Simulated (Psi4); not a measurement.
# CF (SMILES [C]F) at UBHLYP/cc-pVTZ

Aim: the vertical doublet–quartet gap of CF at UBHLYP/cc-pVTZ, from 2 runs. 

Program for the calculation: Psi4 1.11.

2 further runs of the same task are left out: 2 that didn't finish.

### Step 1. The system as given

CF has 2 atoms, charge 0, and is taken as a doublet. SMILES: `[C]F`. Geometry: relaxed at PBE0-D4/def2-TZVP.

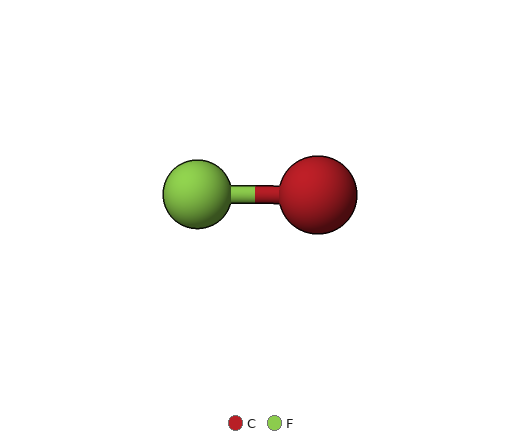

The structure, seen from a chosen angle (carbon red, fluorine green).

### Step 2. The energy at UBHLYP/cc-pVTZ

input.json

```json
{
  "schema_name": "qcschema_input",
  "schema_version": 1,
  "molecule": {
    "schema_name": "qcschema_molecule",
    "schema_version": 2,
    "symbols": ["C", "F"],
    "geometry": [0.0, 0.0, 0.00582036, 0.0, 0.0, 2.40244662],
    "molecular_charge": 0,
    "molecular_multiplicity": 2,
    "fix_symmetry": "c1"
  },
  "driver": "energy",
  "model": {
    "method": "bhhlyp",
    "basis": "cc-pVTZ"
  },
  "keywords": {
    "reference": "uks",
    "puream": true,
    "e_convergence": 1e-09,
    "d_convergence": 1e-08,
    "scf_type": "pk",
    "dft_radial_points": 99,
    "dft_spherical_points": 590,
    "maxiter": 100
  }
}
```

Started as:

```bash
$ psi4 --qcschema input.json -n 1 --memory 2200MB
```

stdout:

```text
[...]
  Running in c1 symmetry.
[...]
  Nuclear repulsion =   22.531673336500951
[...]
  Multiplicity = 2
[...]
  Nalpha       = 8
  Nbeta        = 7
[...]
    Number of basis functions: 60
[...]
   @UKS iter   1:  -137.76609331160205   -4.86680e-01   2.87350e-03 DIIS/ADIIS
[...]
   @UKS iter  11:  -137.77866029337810   -7.75913e-12   7.09697e-09 DIIS
[...]
   @S^2 Observed:                7.553904802E-01
[...]
    Orbital Energies [Eh]
    ---------------------
    Alpha Occupied:
       1A    -25.409870     2A    -10.733585     3A     -1.491978
       4A     -0.800672     5A     -0.660176     6A     -0.630500
       7A     -0.492272     8A     -0.287940
    Alpha Virtual:
       9A     -0.044513    10A      0.170823    11A      0.322475
      12A      0.347399    13A      0.360135    14A      0.462030
      15A      0.691052    16A      0.696005    17A      0.698984
      18A      0.793797    19A      0.800274    20A      0.898120
      21A      0.899849    22A      1.174842    23A      1.543468
      24A      1.960611    25A      1.961038    26A      1.984062
[...]
  @UKS Final Energy:  -137.77866029337810
   => Energetics <=
    Nuclear Repulsion Energy =             22.5316733365009512
    One-Electron Energy =                -234.2002660889005483
    Two-Electron Energy =                  82.0214174289286717
    DFT Exchange-Correlation Energy =      -8.1314849699071541
    Empirical Dispersion Energy =           0.0000000000000000
    VV10 Nonlocal Energy =                  0.0000000000000000
    Total Energy =                       -137.7786602933780955
[...]
 Multipole Moments:
 ------------------------------------------------------------------------------------
     Multipole            Electronic (a.u.)      Nuclear  (a.u.)        Total (a.u.)
 ------------------------------------------------------------------------------------
 L = 1.  Multiply by 2.5417464519 to convert [e a0] to [Debye]
 Dipole X            :         -0.0000000            0.0000000           -0.0000000
 Dipole Y            :          0.0000000            0.0000000            0.0000000
 Dipole Z            :          0.7130111           -0.4631463            0.2498648
 Magnitude           :                                                    0.2498648
[...]
```

The result, in JSON:

```text
{
 "driver": "energy",
 "model": {
  "method": "bhhlyp",
  "basis": "cc-pVTZ"
 },
 "success": true,
 "return_result": -137.7786602933781,
 "properties": {
  "calcinfo_nbasis": 60,
  "calcinfo_nmo": 60,
  "calcinfo_nalpha": 8,
  "calcinfo_nbeta": 7,
  "calcinfo_natom": 2,
  "nuclear_repulsion_energy": 22.53167333650095,
  "return_energy": -137.7786602933781,
  "scf_one_electron_energy": -234.20026608890055,
  "scf_two_electron_energy": 82.02141742892867,
  "scf_xc_energy": -8.131484969907154,
  "scf_dipole_moment": [-1.8947537163623577e-15, 3.2591419329425088e-15, 0.24986479542320972],
  "scf_total_energy": -137.7786602933781,
  "scf_iterations": 11
 }
}
```

Wall time 15 s (1 thread of Intel Xeon at 2.50GHz (Skylake/Cascade Lake), shared host); peak memory 0.43 GiB.

### Step 3. The quartet: energy and forces at UBHLYP/cc-pVTZ

cf.in

```
memory 2.2 GB

molecule molecule1 {
  0 4
  C
  F 1 R2

  R2 = 1.26824
  symmetry c1
}

set {
  basis cc-pVTZ
  reference uks
  puream true
  e_convergence 1e-09
  d_convergence 1e-08
  scf_type pk
  dft_radial_points 99
  dft_spherical_points 590
  maxiter 100
}

E, wfn = gradient("bhhlyp", return_wfn=True)
```

Started as:

```bash
$ psi4 -i cf.in -o cf.out -n 1
```

cf.out:

```text
[...]
  Running in c1 symmetry.
[...]
  Nuclear repulsion =   22.531673323803066
[...]
  Multiplicity = 4
[...]
  Nalpha       = 9
  Nbeta        = 6
[...]
    Number of basis functions: 60
[...]
   @UKS iter   1:  -137.62866510922422   -3.49252e-01   2.96742e-03 DIIS/ADIIS
[...]
   @UKS iter  10:  -137.64391163957987   -5.42855e-12   7.02594e-09 DIIS
[...]
   @S^2 Observed:                3.753847345E+00
[...]
    Orbital Energies [Eh]
    ---------------------
    Alpha Occupied:
       1A    -25.377370     2A    -10.725315     3A     -1.465705
       4A     -0.796406     5A     -0.633435     6A     -0.633435
       7A     -0.573790     8A     -0.303225     9A     -0.303225
    Alpha Virtual:
      10A      0.167898    11A      0.320380    12A      0.320380
      13A      0.332684    14A      0.450269    15A      0.680481
      16A      0.680481    17A      0.708186    18A      0.795127
      19A      0.795127    20A      0.894115    21A      0.894115
      22A      1.157878    23A      1.570540    24A      1.983570
      25A      1.983570    26A      1.983773    27A      1.983773
[...]
  @UKS Final Energy:  -137.64391163957987
   => Energetics <=
    Nuclear Repulsion Energy =             22.5316733238030658
    One-Electron Energy =                -234.3611564661409261
    Two-Electron Energy =                  82.3376334548585334
    DFT Exchange-Correlation Energy =      -8.1520619521005404
    Empirical Dispersion Energy =           0.0000000000000000
    VV10 Nonlocal Energy =                  0.0000000000000000
    Total Energy =                       -137.6439116395798692
[...]
 Multipole Moments:
 ------------------------------------------------------------------------------------
     Multipole            Electronic (a.u.)      Nuclear  (a.u.)        Total (a.u.)
 ------------------------------------------------------------------------------------
 L = 1.  Multiply by 2.5417464519 to convert [e a0] to [Debye]
 Dipole X            :         -0.0000000            0.0000000           -0.0000000
 Dipole Y            :         -0.0000000            0.0000000           -0.0000000
 Dipole Z            :          0.2196038           -0.4631463           -0.2435425
 Magnitude           :                                                    0.2435425
[...]
  -Total Gradient:
     Atom            X                  Y                   Z
    ------   -----------------  -----------------  -----------------
       1       -0.000000000000     0.000000000000     0.045080106285
       2       -0.000000000000     0.000000000000    -0.045080725491
[...]
```

Wall time 21 s (1 thread of Intel Xeon at 2.50GHz (Skylake/Cascade Lake), shared host); peak memory 0.44 GiB.

### Step 4. Outcome

At UBHLYP/cc-pVTZ:

| quantity | value |
| --- | --- |
| doublet: total energy | -137.77866 Eh |
| doublet: dipole moment | 0.64 D |
| doublet: HOMO energy (highest over α and β) | -7.84 eV |
| doublet: LUMO energy (lowest over α and β) | -1.21 eV |
| doublet: ⟨S²⟩ | 0.755 |
| quartet: total energy | -137.64391 Eh |
| quartet: dipole moment | 0.62 D |
| quartet: HOMO energy (highest over α and β) | -8.25 eV |
| quartet: LUMO energy (lowest over α and β) | -4.78 eV |
| quartet: ⟨S²⟩ | 3.754 |
| quartet: largest force on an atom | 2.318 eV/Å |
| vertical energy of the quartet above the doublet | 3.667 eV |

At this shape the quartet lies 3.67 eV (85 kcal/mol) above the doublet.
